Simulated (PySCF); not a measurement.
# C2H2Cl2, charge +1, doublet, SMILES `[CH2+][C](Cl)Cl`: electronic structure

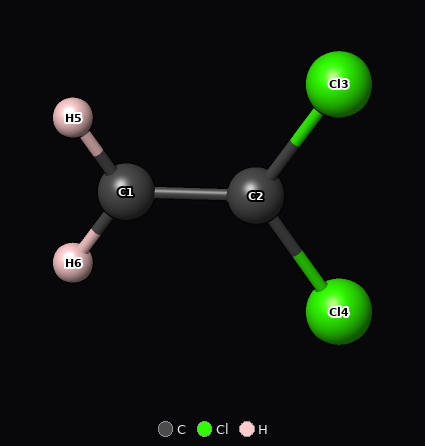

The molecule, with its atoms numbered as below. No frequency check shows the geometry to be a minimum.

Geometry (Å), atoms numbered from 1:

```
C1      -0.0001   -1.7365    0.0000
C2      -0.0001   -0.3694    0.0000
Cl3     -1.4522    0.5069    0.0000
Cl4      1.4522    0.5068    0.0000
H5      -0.9267   -2.2981    0.0000
H6       0.9266   -2.2981    0.0000
```

Part 1: Bonding charge

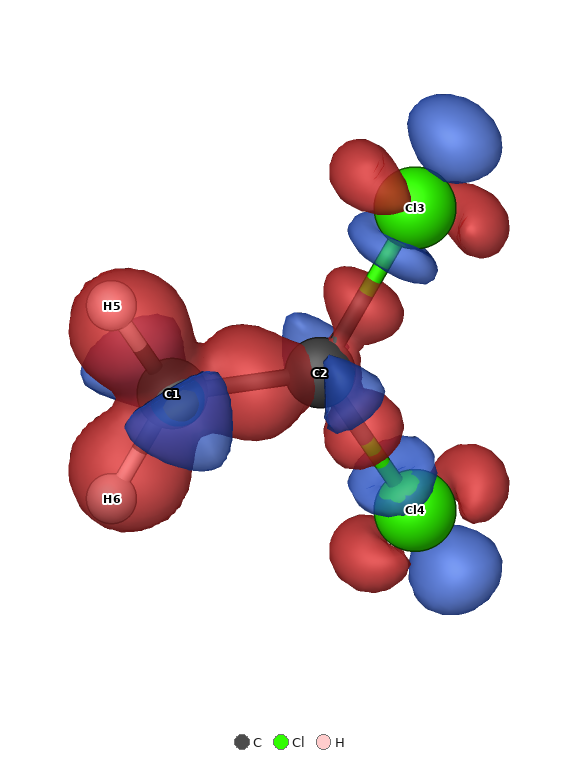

Deformation density (molecule less spherical, spin-averaged free atoms at the same positions), surfaces at ±0.1 e/Å³; red: gain, blue: loss.

Computed with PySCF, TPSSh/6-311G**, geometry: GFN2-xTB. The stability of the open-shell solution wasn't checked. GFN2-xTB doesn't know the spin state, so this open-shell geometry is rough.

How much density has each bond gained at its critical point, relative to the free atoms?

Answer. C1–H5 and C1–H6: +0.79 e/Å³ at the bond critical point (bond length 1.08 Å, Mayer order 0.9). C1–C2: +0.67 e/Å³ at the bond critical point (bond length 1.37 Å, Mayer order 1.3). C2–Cl3 and C2–Cl4: +0.28 e/Å³ at the bond critical point (bond length 1.70 Å, Mayer order 1.3). In all, 1.1 electrons gather in the regions of gain relative to the promolecule of neutral atoms (the regions of loss give up this much and the cation's charge besides).

Where do the Hirshfeld charges lie?

Answer. The highest Hirshfeld charge is on Cl3 and Cl4 (+0.25 e), the lowest on C1 (+0.12 e).

Part 2: Bond critical points

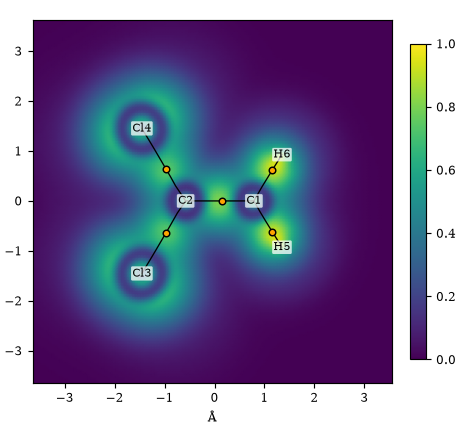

Localised orbital locator (LOL) in the molecular plane, with bond paths and bond critical points (dots).

What values does LOL take at the bond critical points in this plane?

Answer. C1–H5 and C1–H6: about 0.93; C1–C2: about 0.80; C2–Cl3 and C2–Cl4: about 0.74. Values above 0.5 mark slow, localised electrons, as in shared pairs; low values at a critical point mark a polar or closed-shell contact whose critical point lies between the shells.

Where along C1–H5 does the critical point lie?

Answer. 0.72 Å from C1 and 0.36 Å from H5.

Part 3: Local ionisation energy

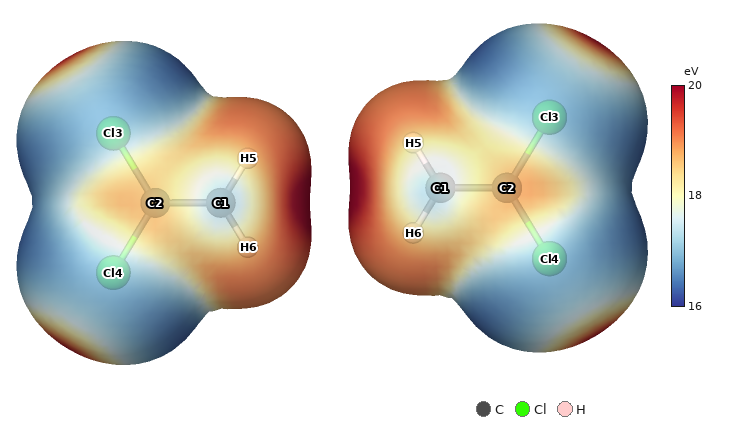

Average local ionisation energy on the surface of electron density 0.001 a.u. (back view left, front view right).

Locate the minima of the map.

Answer. The lowest value is 16.3 eV, near Cl3 (2.06 Å) and H5 (2.17 Å), and at like points elsewhere. Further minima include 16.3 eV, 2.1 Å from Cl3; 17.3 eV, off the molecular plane, over C1 (1.8 Å), and at like points elsewhere. For comparison, the highest occupied orbital lies at −14.2 eV.

What volume does the surface enclose?

Answer. About 90 Å³.

Part 4: Spin density

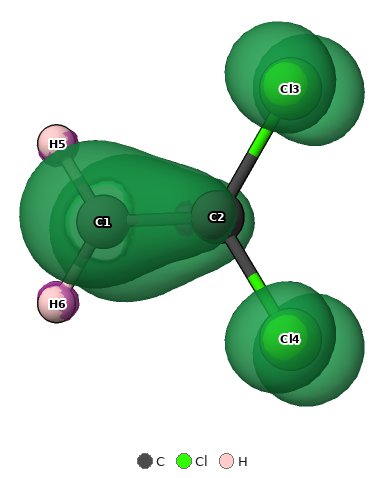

Spin density ρα − ρβ at ±0.03 e/Å³ (green: excess α, purple: excess β).

Where is the unpaired spin?

Answer. Hirshfeld spin populations: C1 +0.47, Cl3 and Cl4 +0.18 and C2 +0.14. ⟨S²⟩ = 0.75, as for a pure state.

Part 5: In an electric field

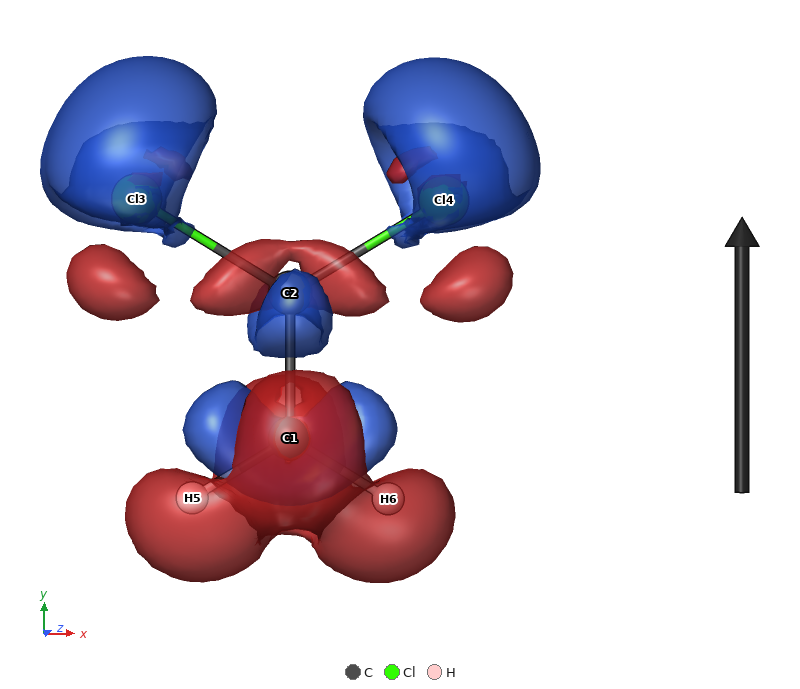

Change of the electron density in a uniform field of 0.41 V/Å along +y (arrow), surfaces at ±0.004 e/Å³ (red: gain, blue: loss).

Method: PBE0/def2-SVPD; geometry: GFN2-xTB; program: PySCF. The stability of the open-shell solution wasn't checked. GFN2-xTB doesn't know the spin state, so this open-shell geometry is rough.

How large is the response?

Answer. The induced dipole is 1.13 D (along the field); α along this axis, from the fields in both directions, is 56 bohr³ (8.2 Å³).

Which atoms gain and lose the most charge?

Answer. Electrons gather most on C1 (Hirshfeld charge changes by −0.026 e) and leave Cl3 and Cl4 alike most (+0.029 e); 0.095 electrons are displaced in all.

Part 6: Removing or adding an electron

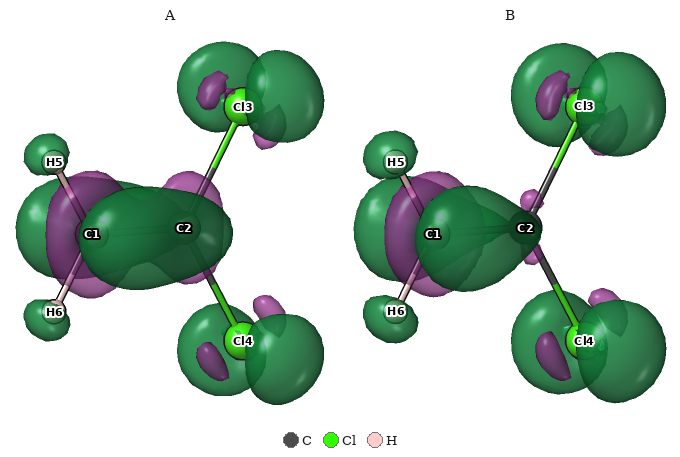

The two Fukui functions at ±0.04 e/Å³ (green positive, purple negative).

PySCF calculation, PBE/6-31G*, gas phase; geometry: GFN2-xTB. GFN2-xTB doesn't know the spin state, so this open-shell geometry is rough.

Which panel is f⁻ (electron removed) and which f⁺ (electron added)?

Answer. A is f⁺, B is f⁻. f⁻ (Hirshfeld-condensed) is largest on Cl3 and Cl4 (0.29 each) and C1 (0.23); the vertical ionisation energy is 16.85 eV (to the singlet dication, which needn't be its lowest state). f⁺ (Hirshfeld-condensed) is largest on Cl3 and Cl4 (0.27 each) and C1 (0.22); the vertical electron affinity is 9.26 eV (to the singlet neutral species, which needn't be its lowest state; rough: the basis has no diffuse functions).
